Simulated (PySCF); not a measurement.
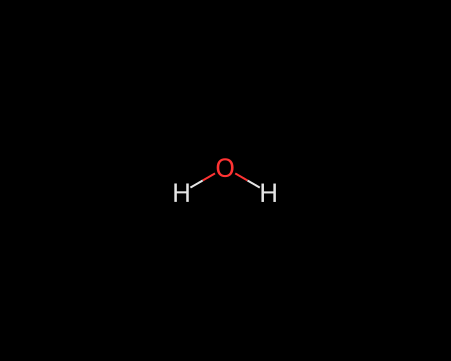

The drawing above gives the connectivity. The computed structure is the end point of a PBE0-D3(BJ)/def2-TZVP optimisation. No frequency run is at hand to confirm it as a minimum.

What does the molecule look like in three dimensions?

It has 3 atoms: 2 hydrogen and 1 oxygen (H2O). Its SMILES string is `O`. This geometry has C2v symmetry. Coordination: 1 O bent.

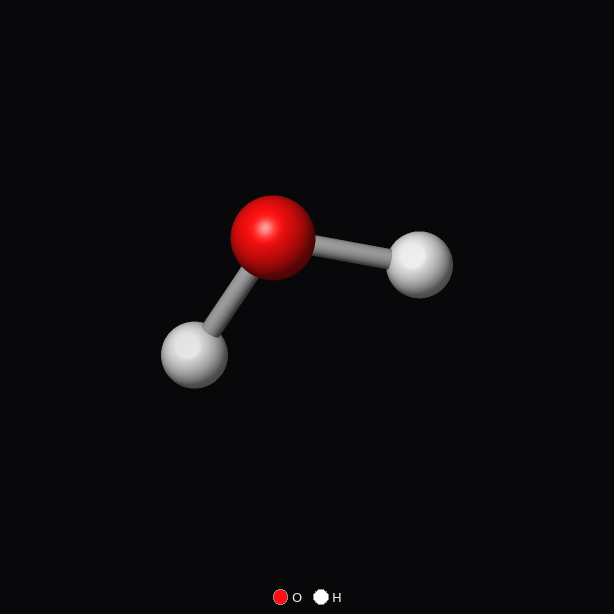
